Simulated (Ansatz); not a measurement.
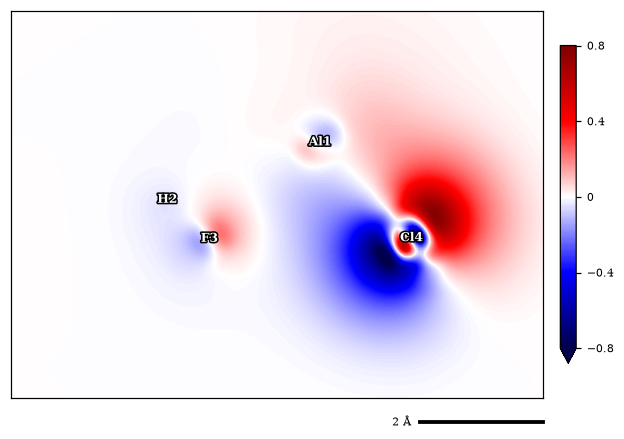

Figure. AlCl···HF. The HOMO−1 on the molecular plane (values in Å⁻³ᐟ²; the overall sign is arbitrary).

All numbers below come from Ansatz 0.2.0, RKS PBE-D4/def2-SVP.

```xyz
4

Al   -0.8830    0.0000    0.6338
H     1.7312    0.0000    1.1830
F     1.4890    0.0000    0.2718
Cl   -1.3053    0.0000   -1.4927
```

What is the character of this orbital?

By Hirshfeld shares it lies mainly on Cl4 (about 90 %); it is symmetric in the molecular plane (an in-plane orbital: σ, lone-pair or in-plane π type); largely a lone pair of Cl4. Its energy is −7.19 eV.
